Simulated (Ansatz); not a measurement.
# CH4ClGa (SMILES [CH3][GaH][Cl]) at B2PLYP/def2-SVP

Aim: the electronic atomisation energy of CH4ClGa at B2PLYP/def2-SVP, from 5 runs. 

Program for the calculation: Ansatz 0.2.0.

62 further runs of the same task are left out: 62 set aside as unsound or not needed. Runs told in other sessions of the task aren't counted.

### Step 1. Starting point

The species is CH4ClGa (7 atoms), meant as a singlet with charge 0. As SMILES, `[CH3][GaH][Cl]`. The coordinates come from a PBE0-D4/def2-TZVP relaxation.

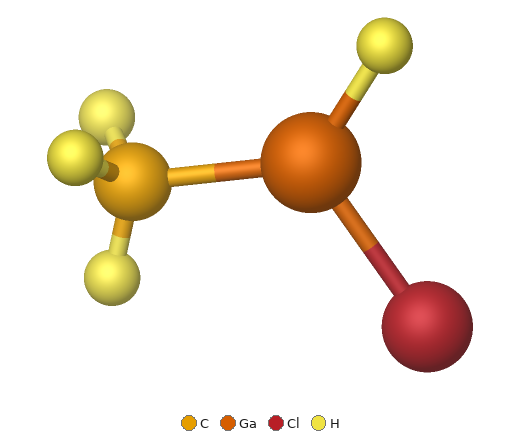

Viewed from a chosen angle; carbon amber, gallium orange, chlorine red, hydrogen yellow.

### Step 2. The energy at B2PLYP/def2-SVP

run.yaml reads:

```yaml
basis:
  gaussian:
    orbitals: def2-SVP
crystal:
  periodic: [false, false, false]
  atoms:
    - {symbol: C, position_ang: [-0.730500, 0.588300, -0.200700]}
    - {symbol: Ga, position_ang: [0.846300, -0.538100, 0.035700]}
    - {symbol: Cl, position_ang: [0.865000, -1.794800, 1.792800]}
    - {symbol: H, position_ang: [-0.435900, 1.637200, -0.283800]}
    - {symbol: H, position_ang: [-1.418300, 0.473600, 0.636300]}
    - {symbol: H, position_ang: [-1.245900, 0.318700, -1.126000]}
    - {symbol: H, position_ang: [2.119300, -0.684800, -0.854300]}
hamiltonian:
  xc: {name: B2PLYP}
correlation:
  frozen_orbitals: {C: 1, Cl: 5, Ga: 9, H: 0}
accuracy: high
output: {orbitals: {seedname: orbitals}}
```

Started as:

```console
ansatz run run.yaml --threads 1 --pin off --max-ram 3480MiB --events-out events.jsonl --progress --plain --runs-dir runs
```

The log of the run:

```text
Warning: RAYON_NUM_THREADS=1 ignored (pool sized by the plan → 1); use --threads N
Functional definition: B2PLYP
  name "B2PLYP"
  parameter a = 0.53
  parameter c = 0.27
  exchange = (1 - a)*b88_x + a*exact_x
  correlation = (1 - c)*lyp_c + c*(mp2_os + mp2_ss)
1770 factors; integrals over basis functions are off by at most 8.8e-9 eV
mean field evaluation 1: about -65969.6611 eV, gradient 3.7e1 eV
mean field evaluation 2: about -65969.8585 eV, gradient 3.7e1 eV
mean field evaluation 4: about -65973.0499 eV, gradient 2.7e0 eV
mean field evaluation 8: about -65973.0656 eV, gradient 1.5e-1 eV
mean field evaluation 16: about -65973.0656 eV, gradient 2.6e-5 eV
mean field -65973.06560830 eV, -2424.4654429552 hartree, gradient 2.0e-8 eV, S^2 0.000000; 0 other end points of the search recorded, 0 dependent functions left out
15 core orbitals not correlated: weight in the atoms' cores, before any rotation towards them, 1.000 or more for the frozen orbitals, at most 0.000 for the correlated occupied ones
reference -65973.06563247 eV, -2424.4654438433 hartree; 14, 14 occupied and 55, 55 virtual orbitals, 1770 factors
second order -16.37607515 eV of doubles, -0.00000000 eV of singles
Total energy: -65977.48717276 eV, -2424.6279324519 hartree
```

Wall time 5.7 s (1 thread of Intel Xeon 6975P-C (Granite Rapids), shared host); peak memory 0.29 GiB.

### Step 3. The C atom at the same level

in.yaml reads:

```yaml
crystal:
  periodic: [false, false, false]
  atoms:
    - {symbol: C, position_ang: [0.000000, 0.000000, 0.000000]}
basis:
  gaussian: {orbitals: def2-SVP}
magnetization: {spin_polarized: true, initial_magnetization: 2}
hamiltonian: {xc: {name: B2PLYP}}
correlation: {frozen_orbitals: {C: 1}}
accuracy: high
```

Run the same way, it converges to -37.77593 Eh (log not shown).

### Step 4. The Cl atom at the same level

input.yaml reads:

```yaml
crystal:
  periodic: [false, false, false]
  atoms:
    - {symbol: Cl, position_ang: [0.000000, 0.000000, 0.000000]}
basis:
  gaussian:
    orbitals: def2-SVP
magnetization:
  spin_polarized: true
  initial_magnetization: 1
hamiltonian:
  xc: {name: B2PLYP}
correlation:
  frozen_orbitals: {Cl: 5}
accuracy: high
```

Run the same way, it converges to -459.84682 Eh (log not shown).

### Step 5. The Ga atom

run.yaml reads:

```yaml
crystal:
  periodic: [false, false, false]
  atoms:
    - {symbol: Ga, position_ang: [0.000000, 0.000000, 0.000000]}
basis:
  gaussian:
    orbitals: def2-SVP
magnetization:
  spin_polarized: true
  initial_magnetization: 1
correlation:
  frozen_orbitals: {Ga: 9}
hamiltonian:
  xc: {name: B2PLYP}
accuracy: high
```

Started as:

```console
ansatz run run.yaml --threads 1 --pin off --max-ram 3480MiB --events-out events.jsonl --progress --plain --runs-dir runs
```

The log of the run:

```text
Warning: RAYON_NUM_THREADS=1 ignored (pool sized by the plan → 1); use --threads N
[... 6 set-up lines as earlier in the session ...]
315 factors; integrals over basis functions are off by at most 3.9e-9 eV
mean field evaluation 1: about -52358.3080 eV, gradient 4.0e0 eV
mean field evaluation 2: about -52358.3102 eV, gradient 4.0e0 eV
mean field evaluation 4: about -52358.3836 eV, gradient 4.1e-1 eV
mean field evaluation 8: about -52358.3849 eV, gradient 3.3e-4 eV
mean field evaluation 16: about -52358.3849 eV, gradient 1.6e-8 eV
mean field -52358.38490560 eV, -1924.1351554930 hartree, gradient 3.4e-8 eV, S^2 0.753970; 0 other end points of the search recorded, 0 dependent functions left out
9 core orbitals not correlated: weight in the atoms' cores, before any rotation towards them, 1.000 or more for the frozen orbitals, at most 0.000 for the correlated occupied ones
reference -52358.38491919 eV, -1924.1351559922 hartree; 7, 6 occupied and 16, 17 virtual orbitals, 315 factors
second order -5.80642869 eV of doubles, -0.00000000 eV of singles
Total energy: -52359.95265493 eV, -1924.1927692182 hartree
```

Wall time 0.74 s (1 thread of Intel Xeon 6975P-C (Granite Rapids), shared host).

### Step 6. The H atom at the same level

run.yaml reads:

```yaml
crystal:
  periodic: [false, false, false]
  atoms:
    - {symbol: H, position_ang: [0.000000, 0.000000, 0.000000]}
basis:
  gaussian:
    orbitals: def2-SVP
accuracy: high
hamiltonian:
  xc: {name: B2PLYP}
magnetization:
  spin_polarized: true
  initial_magnetization: 1
correlation:
  frozen_orbitals: {H: 0}
```

Run the same way, it converges to -0.49793 Eh (log not shown).

### Step 7. Results

At B2PLYP/def2-SVP, 15 core orbitals frozen:

| quantity | value |
| --- | --- |
| molecule: total energy | -2424.62793 Eh |
| molecule: HOMO energy (SCF part's orbitals) | -9.10 eV |
| molecule: LUMO energy (SCF part's orbitals) | -0.19 eV |
| molecule: HOMO–LUMO gap (SCF part's orbitals) | 8.91 eV |
| C atom: total energy | -37.77593 Eh |
| C atom: ⟨S²⟩ | 2.004 |
| Cl atom: total energy | -459.84682 Eh |
| Cl atom: ⟨S²⟩ | 0.753 |
| Ga atom: total energy | -1924.19277 Eh |
| Ga atom: ⟨S²⟩ | 0.754 |
| H atom: total energy | -0.49793 Eh |
| H atom: ⟨S²⟩ | 0.750 |
| electronic atomisation energy | 22.333 eV |

What this shows: Taking the molecule apart into free atoms costs 22.33 eV (515 kcal/mol), before zero-point energy and without spin-orbit coupling.
